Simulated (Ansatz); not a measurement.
# Zr3F2: what a guessed cell relaxes into, part 2 of 2

The task: take a trial cell of Zr3F2 to zero force and stress.

Ansatz 0.2.0; DFT PBE, scalar-relativistic, plane waves, PAW. Earlier steps stand in the parts before.

## Step 4: Spin check on a coarse mesh

input.yaml

```yaml
crystal:
  lattice:
    - [2.9028985386, 1.6759892527, 3.1953843021]
    - [-2.9028985386, 1.6759892527, 3.1953843021]
    - [0.0, -3.3519785054, 3.1953843021]
  atoms:
    - { symbol: Zr, position: [0.5, 0.5, 0.0], spin: 1.0 }
    - { symbol: Zr, position: [0.0, 0.5, 0.5], spin: 1.0 }
    - { symbol: Zr, position: [0.5, 0.0, 0.5], spin: 1.0 }
    - { symbol: F, position: [0.5, 0.5, 0.5] }
    - { symbol: F, position: [0.0, 0.0, 0.0] }
basis:
  ecutwfc: 420
kpoints:
  mp_grid: { grid: [6, 6, 6] }
hamiltonian:
  xc: pbe
scf:
  occupations: { method: gaussian, width: 0.1 }
  lower_state_search: "off"
output:
  forces: true
  stress: true
  eigenvalues: true
  populations: true
magnetization:
  spin_polarized: true
```

Started as:

```
> ansatz run input.yaml --threads 1 --pin off --max-ram 2560MiB --backend cpu --events-out ev --progress --plain --runs-dir out
```

Standard output, shortened:

```text
[...]
SCF converged after 15 iterations
Magnetization: 0.0000 μB (25.0000 up, 25.0000 down)
Absolute magnetization: 0.0000 μB (∫|ρ↑−ρ↓|, with the PAW one-centre terms)
Spin contamination: 0.0000 ħ² per cell (⟨S²⟩ above its minimum at these occupations)
[...]
        0.000000       0.161461       0.000000
       -0.000000       0.000000      -0.206790
  P = ⅓ Tr σ = 0.0387 GPa (0.387 kbar)
--- Band table (eV; the first three rows and the last of 64) ---
[...]
--- Löwdin populations: 5 sites ---
  site symbol       q [e]    m [muB]
     0     Zr     11.6660     0.0000
     1     Zr     11.6660     0.0000
     2     Zr     11.6660     0.0000
     3      F      7.2982    -0.0000
     4      F      7.5261     0.0000
  spilling = 0.003553 (of n_electrons = 50.000000)
```

It took 31 s on 1 thread of Intel Xeon Platinum 8259CL at 2.50GHz (Skylake/Cascade Lake), shared host; peak memory 0.49 GiB.

By site:

| atom | Löwdin electrons |
| --- | --- |
| Zr1 | 11.67 |
| Zr2 | 11.67 |
| Zr3 | 11.67 |
| F4 | 7.30 |
| F5 | 7.53 |

The Löwdin counts miss 0.18 of the 50 electrons, which the atomic orbitals do not span, so they are no charges.

The same cell is solved with trial moments on Zr. The largest site moment that stays is 0.00 μB and the cell's total 0.00 μB. The workflow keeps spin only above 0.25 μB on a site, so the next run goes without spin.

## Step 5: Final relaxation

The end of the coarse run is made exact in the group found at a tolerance of 0.06 Å and reduced to its primitive cell.

input.yaml

```yaml
crystal:
  lattice:
    - [2.9028985386, 1.6759892527, 3.1953843021]
    - [-2.9028985386, 1.6759892527, 3.1953843021]
    - [0.0, -3.3519785054, 3.1953843021]
  atoms:
    - { symbol: Zr, position: [0.5, 0.5, 0.0] }
    - { symbol: Zr, position: [0.0, 0.5, 0.5] }
    - { symbol: Zr, position: [0.5, 0.0, 0.5] }
    - { symbol: F, position: [0.5, 0.5, 0.5] }
    - { symbol: F, position: [0.0, 0.0, 0.0] }
basis:
  ecutwfc: 420
kpoints:
  mp_grid: { grid: [12, 12, 12] }
hamiltonian:
  xc: pbe
scf:
  occupations: { method: gaussian, width: 0.1 }
output:
  forces: true
  stress: true
  eigenvalues: true
relax:
  adjacent_minimum: "off"
  f_tol: 0.01
  max_steps: 80
  cell: { stress_tol: 0.05 }
```

Started as:

```
> ansatz run input.yaml --threads 1 --pin off --max-ram 2560MiB --backend cpu --events-out ev --progress --plain --runs-dir out
```

Standard output:

```text
Warning: RAYON_NUM_THREADS=1 ignored (pool sized by the plan → 1); use --threads N
[... 9 set-up lines as earlier in the session ...]
Crystal: 5 atoms, lattice volume = 93.278 Å³
Basis set: ecut = 420 eV, 1829 PW (Γ), exchange–correlation on 64×64×64 points (8 copies of the dense FFT grid, shifted against one another)
Bands: 30, of which v1, the nominal top of the filled ones, is band 25 counted from 1 (24 counted from 0)
[... 1 set-up line as earlier in the session ...]
Space group: R-3m (ITA 166), of the structure as read, at distance tolerance 4.5e-5 Å
k-points: 189 of 1728
[... 8 set-up lines as earlier in the session ...]
SCF iter   1: F=—  HF=-14165.028108 eV  |F-HF|=—  |Δ(HF+E_count)|=         —  Δρ=8.94e-3  dr2=1.38e-1  ethr=1.77e-3  ⟨swp⟩=4.1  Hψ=22858  notcnv=0
preconditioner: auto → Kerker (q_TF=auto, 2.459 Å⁻¹)  [metal: Δε(μ)=0.001 eV  Ē_g=5.786 eV  σ=0.100 eV  W_gap=0.00  n_scr=20 (ndim 8)  ℏωp=18.0 eV  f_vac=0.000  D(μ)=4.51/eV (n_scr^D=50)]
SCF iter   2: F=—  HF=-14165.010514 eV  |F-HF|=—  |Δ(HF+E_count)|=   1.76e-2  Δρ=5.15e-3  dr2=5.04e-2  ethr=2.75e-4  ⟨swp⟩=1.3  Hψ=7253  notcnv=0  defer=5
SCF iter   3: F=—  HF=-14165.002205 eV  |F-HF|=—  |Δ(HF+E_count)|=   8.31e-3  Δρ=4.34e-3  dr2=2.75e-2  ethr=1.01e-4  ⟨swp⟩=2.0  Hψ=7171  notcnv=0  defer=6
SCF iter   4: F=—  HF=-14164.996405 eV  |F-HF|=—  |Δ(HF+E_count)|=   5.80e-3  Δρ=1.39e-3  dr2=1.69e-3  ethr=5.49e-5  ⟨swp⟩=2.0  Hψ=7094  notcnv=0  defer=5
SCF iter   5: F=—  HF=-14164.996176 eV  |F-HF|=—  |Δ(HF+E_count)|=   2.29e-4  Δρ=8.29e-4  dr2=4.41e-4  ethr=3.38e-6  ⟨swp⟩=2.0  Hψ=7842  notcnv=0  defer=5
SCF iter   6: F=—  HF=-14164.996135 eV  |F-HF|=—  |Δ(HF+E_count)|=   4.05e-5  Δρ=1.48e-4  dr2=1.65e-5  ethr=8.81e-7  ⟨swp⟩=2.0  Hψ=8765  notcnv=0  defer=5
SCF iter   7: F=—  HF=-14164.995995 eV  |F-HF|=—  |Δ(HF+E_count)|=   1.41e-4  Δρ=3.12e-5  dr2=1.07e-6  ethr=3.30e-8  ⟨swp⟩=2.5  Hψ=8851  notcnv=0  defer=16
SCF iter   8: F=-14164.995995 eV  HF=-14164.995995 eV  |F-HF|=2.57e-9  |Δ(HF+E_count)|=   3.46e-7  Δρ=8.50e-6  dr2=6.68e-8  ethr=2.00e-10  ⟨swp⟩=4.3  Hψ=24712  notcnv=0
the search or the solves at the SCF's close seem to have found levels that the self-consistency loop had missed (the run counts 2). By its estimate they hold under 1e-12 electrons; where the run keeps them, the occupations were computed again with them
SCF 1 converged in 8 iterations: F = -14164.995995 eV  dr2 = 6.68e-8
relax step   1: F+E_penalty+E_count = -14164.99599496 eV  Δ(F+E_penalty+E_count) = +0.000e0 eV  max|allowed force component| = 5.393e-29 eV/Å  Δτ_max = 0.0000 Å  P = +0.063 GPa  Ω = 93.278 Å³  (8 SCF iters, dr2 threshold 1.00e-7 eV, accepted)
Crystal: 5 atoms, lattice volume = 93.469 Å³
[... 2 set-up lines as earlier in the session ...]
iter 1 solved again at ethr=1.45e-5 eV; its pass at ethr=3.10e-3 eV (dr2=7.27e-3 eV) is discarded
SCF iter   1: F=—  HF=-14165.002050 eV  |F-HF|=—  |Δ(HF+E_count)|=         —  Δρ=2.36e-3  dr2=7.34e-3  ethr=1.45e-5  ⟨swp⟩=1.5  Hψ=29109  notcnv=0
preconditioner: auto → Kerker (q_TF=auto, 2.458 Å⁻¹)  [metal: Δε(μ)=0.002 eV  Ē_g=5.771 eV  σ=0.100 eV  W_gap=0.01  n_scr=20 (ndim 8)  ℏωp=18.0 eV  f_vac=0.000  D(μ)=4.74/eV (n_scr^D=50)]
SCF iter   2: F=—  HF=-14165.000617 eV  |F-HF|=—  |Δ(HF+E_count)|=   1.43e-3  Δρ=1.34e-3  dr2=2.51e-3  ethr=1.45e-5  ⟨swp⟩=1.0  Hψ=5675  notcnv=0
SCF iter   3: F=—  HF=-14164.999969 eV  |F-HF|=—  |Δ(HF+E_count)|=   6.48e-4  Δρ=9.02e-4  dr2=5.88e-4  ethr=5.03e-6  ⟨swp⟩=2.0  Hψ=7612  notcnv=0
SCF iter   4: F=—  HF=-14164.999850 eV  |F-HF|=—  |Δ(HF+E_count)|=   1.18e-4  Δρ=2.01e-4  dr2=2.37e-5  ethr=1.18e-6  ⟨swp⟩=2.0  Hψ=7603  notcnv=0
SCF iter   5: F=—  HF=-14164.999700 eV  |F-HF|=—  |Δ(HF+E_count)|=   1.50e-4  Δρ=1.05e-4  dr2=7.22e-6  ethr=4.74e-8  ⟨swp⟩=2.0  Hψ=7723  notcnv=0
SCF iter   6: F=-14164.999699 eV  HF=-14164.999699 eV  |F-HF|=1.18e-7  |Δ(HF+E_count)|=   4.05e-7  Δρ=2.08e-5  dr2=3.10e-7  ethr=1.00e-9  ⟨swp⟩=3.9  Hψ=24254  notcnv=0
SCF 2 converged in 6 iterations: F = -14164.999699 eV  dr2 = 3.10e-7
relax step   2: F+E_penalty+E_count = -14164.99969943 eV  Δ(F+E_penalty+E_count) = -3.704e-3 eV  max|allowed force component| = 1.616e-28 eV/Å  Δτ_max = 0.0000 Å  P = -0.291 GPa  Ω = 93.469 Å³  energy of the carried Pulay correction = -2.824e-4 eV  (6 SCF iters, dr2 threshold 5.00e-7 eV, accepted)
Crystal: 5 atoms, lattice volume = 91.284 Å³
Basis set: ecut = 420 eV, 1793 PW (Γ), exchange–correlation on 64×64×64 points (8 copies of the dense FFT grid, shifted against one another)
iter 1 solved again at ethr=1.41e-4 eV; its pass at ethr=3.10e-3 eV (dr2=7.06e-2 eV) is discarded
SCF iter   1: F=—  HF=-14165.017186 eV  |F-HF|=—  |Δ(HF+E_count)|=         —  Δρ=8.57e-3  dr2=7.26e-2  ethr=1.41e-4  ⟨swp⟩=1.1  Hψ=31290  notcnv=0
preconditioner: auto → Kerker (q_TF=auto, 2.468 Å⁻¹)  [metal: Δε(μ)=0.001 eV  Ē_g=5.772 eV  σ=0.100 eV  W_gap=0.01  n_scr=20 (ndim 8)  ℏωp=18.2 eV  f_vac=0.000  D(μ)=4.55/eV (n_scr^D=50)]
SCF iter   2: F=—  HF=-14165.004499 eV  |F-HF|=—  |Δ(HF+E_count)|=   1.27e-2  Δρ=3.76e-3  dr2=1.75e-2  ethr=1.41e-4  ⟨swp⟩=2.0  Hψ=6231  notcnv=0
SCF iter   3: F=—  HF=-14164.999899 eV  |F-HF|=—  |Δ(HF+E_count)|=   4.60e-3  Δρ=1.00e-3  dr2=1.72e-3  ethr=3.51e-5  ⟨swp⟩=2.0  Hψ=6904  notcnv=0
SCF iter   4: F=—  HF=-14164.999509 eV  |F-HF|=—  |Δ(HF+E_count)|=   3.90e-4  Δρ=3.09e-4  dr2=1.33e-4  ethr=3.45e-6  ⟨swp⟩=2.2  Hψ=7963  notcnv=0
SCF iter   5: F=—  HF=-14164.999361 eV  |F-HF|=—  |Δ(HF+E_count)|=   1.47e-4  Δρ=1.72e-4  dr2=1.79e-5  ethr=2.67e-7  ⟨swp⟩=2.1  Hψ=7623  notcnv=0
SCF iter   6: F=—  HF=-14164.999358 eV  |F-HF|=—  |Δ(HF+E_count)|=   3.11e-6  Δρ=4.24e-5  dr2=2.81e-6  ethr=3.59e-8  ⟨swp⟩=2.0  Hψ=9128  notcnv=0
SCF iter   7: F=-14164.999358 eV  HF=-14164.999358 eV  |F-HF|=5.63e-8  |Δ(HF+E_count)|=   2.59e-7  Δρ=1.02e-5  dr2=1.45e-7  ethr=1.00e-9  ⟨swp⟩=5.8  Hψ=22686  notcnv=0
SCF 3 converged in 7 iterations: F = -14164.999358 eV  dr2 = 1.45e-7
relax step   3: F+E_penalty+E_count = -14164.99935793 eV  Δ(F+E_penalty+E_count) = +3.415e-4 eV  max|allowed force component| = 5.396e-29 eV/Å  Δτ_max = 0.0000 Å  P = +1.184 GPa  Ω = 91.284 Å³  energy of the carried Pulay correction = +3.599e-3 eV  (7 SCF iters, dr2 threshold 5.00e-7 eV, rejected (line search))
[... 16 lines left out ...]
relax step   4: F+E_penalty+E_count = -14165.00322236 eV  Δ(F+E_penalty+E_count) = -3.523e-3 eV  max|allowed force component| = 1.357e-29 eV/Å  Δτ_max = 0.0000 Å  P = -0.030 GPa  Ω = 92.881 Å³  energy of the carried Pulay correction = +7.814e-4 eV  (10 SCF iters, accepted)
[... 11 lines left out ...]
relax step   5: F+E_penalty+E_count = -14165.00335086 eV  Δ(F+E_penalty+E_count) = -1.285e-4 eV  max|allowed force component| = 3.585e-29 eV/Å  Δτ_max = 0.0000 Å  P = -0.032 GPa  Ω = 92.881 Å³  stress off target by 1.18e-1 GPa  SCF on the basis re-selected at this cell (its energy is not comparable with the rows above)  (7 SCF iters)
[... 11 lines left out ...]
relax step   6: F+E_penalty+E_count = -14165.00367065 eV  Δ(F+E_penalty+E_count) = -3.198e-4 eV  max|allowed force component| = 1.388e-29 eV/Å  Δτ_max = 0.0000 Å  P = +0.009 GPa  Ω = 92.772 Å³  energy of the carried Pulay correction = +1.943e-4 eV  (6 SCF iters, dr2 threshold 3.47e-8 eV, accepted)
iter 1 solved again at ethr=1.29e-8 eV; its pass at ethr=3.10e-3 eV (dr2=6.43e-6 eV) is discarded
SCF iter   1: F=—  HF=-14165.003630 eV  |F-HF|=—  |Δ(HF+E_count)|=         —  Δρ=2.17e-5  dr2=6.92e-8  ethr=1.29e-8  ⟨swp⟩=3.8  Hψ=40747  notcnv=0
preconditioner: auto → Kerker (q_TF=auto, 2.461 Å⁻¹)  [metal: Δε(μ)=0.002 eV  Ē_g=5.775 eV  σ=0.100 eV  W_gap=0.01  n_scr=20 (ndim 8)  ℏωp=18.1 eV  f_vac=0.000  D(μ)=4.89/eV (n_scr^D=50)]
SCF iter   2: F=—  HF=-14165.003480 eV  |F-HF|=—  |Δ(HF+E_count)|=   1.50e-4  Δρ=1.07e-5  dr2=1.97e-8  ethr=1.38e-10  ⟨swp⟩=2.0  Hψ=10507  notcnv=0
SCF iter   3: F=—  HF=-14165.003480 eV  |F-HF|=—  |Δ(HF+E_count)|=   3.79e-8  Δρ=4.11e-6  dr2=7.20e-9  ethr=3.95e-11  ⟨swp⟩=2.0  Hψ=7680  notcnv=0
SCF iter   4: F=—  HF=-14165.003480 eV  |F-HF|=—  |Δ(HF+E_count)|=   3.21e-9  Δρ=9.13e-7  dr2=9.04e-10  ethr=1.44e-11  ⟨swp⟩=2.0  Hψ=7399  notcnv=0
SCF iter   5: F=—  HF=-14165.003480 eV  |F-HF|=—  |Δ(HF+E_count)|=  7.28e-12  Δρ=4.86e-7  dr2=4.18e-10  ethr=1.81e-12  ⟨swp⟩=2.0  Hψ=7064  notcnv=0
SCF iter   6: F=-14165.003480 eV  HF=-14165.003480 eV  |F-HF|=7.28e-12  |Δ(HF+E_count)|=  4.37e-11  Δρ=2.63e-7  dr2=3.43e-11  ethr=1.00e-12  ⟨swp⟩=2.7  Hψ=20042  notcnv=0
SCF 7 converged in 6 iterations: F = -14165.003480 eV  dr2 = 3.43e-11
relax step   7: F+E_penalty+E_count = -14165.00347981 eV  Δ(F+E_penalty+E_count) = +1.908e-4 eV  max|allowed force component| = 6.935e-30 eV/Å  Δτ_max = 0.0000 Å  P = +0.006 GPa  Ω = 92.772 Å³  stress off target by 1.28e-2 GPa  SCF on the basis re-selected at this cell (its energy is not comparable with the rows above)  (6 SCF iters)
basis re-selected at this cell: Δ(F+E_penalty+E_count) = +1.908e-4 eV, ΔP = -0.004 GPa vs the last step (what re-selecting the basis moved, of the pressure what is left beyond the Pulay correction that the steps carried, after the strain that the cell walked since its last selection, with what the two solves' SCF thresholds leave and, on support functions, any second-order correction that the steps lacked; it is no measure of the basis error at this ecutwfc). This SCF's stress stands 1.28e-2 GPa from its target on what of the cell is left free (relax.cell.stress_tol is 5.00e-2 GPa) and its largest allowed force component is 6.94e-30 eV/Å (relax.f_tol is 1.00e-2 eV/Å): within both
SCF converged after 6 iterations
Free energy (F): -14165.003480 eV
Harris-Foulkes:  -14165.003480 eV  (|F-HF|=7.28e-12)
Internal energy: -14164.979022 eV  (E = F + TS)
E sigma→0 (E₀):  -14164.991251 eV
Entropy (-TS):   -0.024458 eV (-4.892 meV/atom)
Fermi energy:    11.862891 eV
--- Per-component energies (eV) ---
  E_band       = -400.357050
  E_kinetic    = 1413.229395
  E_local      = -3376.896790  (includes V_loc(G=0)·N_el)
  E_nonlocal   = 393.110177
  E_hartree    = 1159.373569
  E_xc         = -642.036729
  E_vxc        = -774.249669  (∫ρ·V_xc dr)
  E_paw        = -9264.102361  (= ΣΔE_a)
  E_vpaw       = -374.301567  (= ΣTr[D̂ρ^β])
  E_aug_tail   = 0.004172  (compensation charges beyond the density's cutoff)
  E_ewald      = -3847.660456
  E_smearing   = -0.024458  (= −TS)
  E_closure    = 0.000000  (closes the sum)
  Σ components = -14165.003480   (vs F -14165.003480, Δ=0.00e0)
--- Forces (eV/Å), atoms counted from 1 ---
  atom   1  Zr    -0.00000000     0.00000000     0.00000000
  atom   2  Zr    -0.00000000     0.00000000     0.00000000
  atom   3  Zr     0.00000000    -0.00000000     0.00000000
  atom   4  F      0.00000000     0.00000000     0.00000000
  atom   5  F      0.00000000     0.00000000     0.00000000
  max |Σ_I F_I| component: 1.05e-29 eV/Å
--- Stress (GPa, compression-positive) ---
        0.012760      -0.000000       0.000000
       -0.000000       0.012760       0.000000
        0.000000       0.000000      -0.008960
  P = ⅓ Tr σ = 0.0055 GPa (0.055 kbar)
--- Band table (eV; the first three rows and the last of 189) ---
  k-point 0: bands = ["-37.5125", "-37.2880", "-37.2880", "-16.9759", "-16.3984", "-15.8747", "-15.8747", "-15.5122", "-15.4936", "-15.4936", "-15.0286", "-14.8165", "-14.8165", "-11.1104", "1.9439", "2.0190", "2.0190", "7.0331", "7.0331", "7.5385", "8.3427", "9.1648", "9.9737", "9.9737", "10.3414", "10.3414", "12.0821", "12.6702", "14.7036", "14.7036"]
  k-point 1: bands = ["-37.5091", "-37.2914", "-37.2880", "-17.0538", "-16.3498", "-15.8656", "-15.8379", "-15.5081", "-15.4917", "-15.4820", "-15.0369", "-14.8299", "-14.8213", "-11.1082", "1.8973", "1.9902", "2.0131", "6.9718", "7.0197", "7.5057", "8.4594", "9.2393", "10.0110", "10.0613", "10.3834", "10.4087", "12.1313", "12.7083", "14.7019", "14.7042"]
  k-point 2: bands = ["-37.4994", "-37.3012", "-37.2879", "-17.2143", "-16.2679", "-15.8401", "-15.7481", "-15.5058", "-15.4851", "-15.4325", "-15.0630", "-14.8659", "-14.8331", "-11.1023", "1.7236", "1.9626", "1.9971", "6.8244", "6.9849", "7.4387", "8.7524", "9.4411", "10.1280", "10.3144", "10.4954", "10.6076", "12.2634", "12.8082", "14.5982", "14.6854"]
  k-point 188: bands = ["-37.4759", "-37.3030", "-37.3030", "-18.5070", "-15.8300", "-15.7322", "-15.7322", "-15.4646", "-15.4646", "-14.9792", "-14.7957", "-14.7957", "-14.3385", "-11.1042", "0.4440", "1.0072", "1.0072", "6.9274", "6.9274", "7.2649", "9.4477", "10.7200", "10.7200", "10.8445", "12.1138", "12.1138", "13.5741", "13.6661", "13.7413", "14.5062"]
--- Relaxed structure (5 steps of the walk, 4 accepted, 2 SCFs on fresh bases) ---
  F+E_penalty+E_count = -14165.00347981 eV   max|allowed force component| = 6.935e-30 eV/Å   (the final SCF, on the basis selected at the relaxed cell)
  cell:  # Å, volume = 92.7718 Å³
    - [2.934713711306265, 1.6943577512171577, 3.1095251114997318]
    - [-2.934713711306265, 1.6943577512171577, 3.1095251114997318]
    - [-2.0624254477552844e-35, -3.388715502434315, 3.1095251114997318]
  atoms:
    - { symbol: Zr, position: [0.5, 0.5, 0.0] }
    - { symbol: Zr, position: [5.551115123125783e-17, 0.5, 0.5] }
    - { symbol: Zr, position: [0.5, 5.551115123125783e-17, 0.5] }
    - { symbol: F, position: [0.5000000000000001, 0.5000000000000001, 0.5000000000000002] }
    - { symbol: F, position: [-3.310379564816214e-36, 1.976492862938583e-36, -3.060964699437201e-36] }
```

Wall time 5.8 min (1 thread of Intel Xeon Platinum 8259CL at 2.50GHz (Skylake/Cascade Lake), shared host); peak memory 0.71 GiB.

The steps of the relaxation:

| step | E - E(step 1) (eV/cell) | largest force component (eV/Å) | pressure (GPa) | volume (Å³) |
| --- | --- | --- | --- | --- |
| 1 | 0.0000 | 0.0000 | 0.06 | 93.28 |
| 2 | -0.0037 | 0.0000 | -0.29 | 93.47 |
| 3 | -0.0034 | 0.0000 | 1.18 | 91.28 |
| 4 | -0.0072 | 0.0000 | -0.03 | 92.88 |
| 5 | -0.0074 | 0.0000 | -0.03 | 92.88 |
| 6 | -0.0077 | 0.0000 | 0.01 | 92.77 |
| 7 | -0.0075 | 0.0000 | 0.01 | 92.77 |

Step 1 is the start. Steps 5, 7 each repeat the geometry before them on a plane-wave basis chosen anew, so the energy can jump there without any move. Step 3 was tried and not accepted.

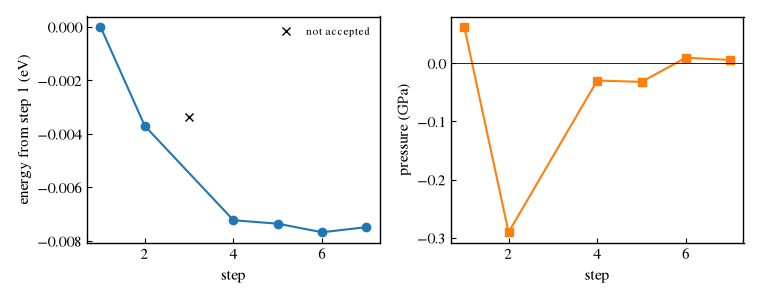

Energy and pressure along the relaxation.

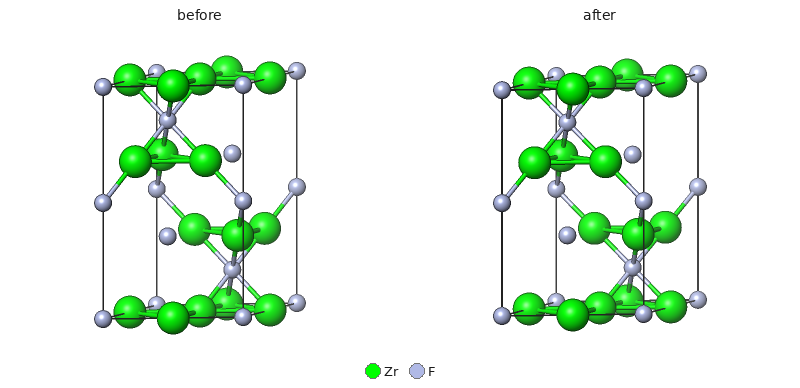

The structure before (left) and after (right) the relaxation, drawn at the same scale.

Lengths and angles in the start's conventional setting:

|  | before | after | change |
| --- | --- | --- | --- |
| a (Å) | 5.806 | 5.869 | +1.1 % |
| b (Å) | 5.806 | 5.869 | +1.1 % |
| c (Å) | 9.586 | 9.329 | -2.7 % |
| volume (Å³/atom) | 18.66 | 18.55 | -0.5 % |
| shortest distance (Å) | 2.316 | 2.300 | -0.7 % |
| space group (0.01 Å) | R-3m | R-3m | same |

Forces and stress were held to the start's 12 operations: a distortion of lower symmetry was not tested.

## Step 6: Results

This closing draws on all 2 parts. Changes of volume or cell count from the first structure of part 1.

| quantity | value |
| --- | --- |
| symmetry at the end (tolerance 0.05 Å) | space group R-3m (No. 166) |
| conventional cell | a = 5.869 Å, b = 5.869 Å, c = 9.329 Å, α = 90.00°, β = 90.00°, γ = 120.00° |
| volume | 18.55 Å³/atom |
| energy over the elements (uncorrected; H, N, O, F and Cl as molecules) | -0.46 eV/atom |
| gap on the mesh | none (metal) |

In words: The space group R-3m (No. 166) is kept, and the volume per atom grows by 30.9 % from the first guess. It lies below the elements, which doesn't yet make it stable: competing phases were not computed in this session. No finished test with a distortion of lower symmetry is shown, so the end may be a saddle point. Other magnetic orders were not searched.
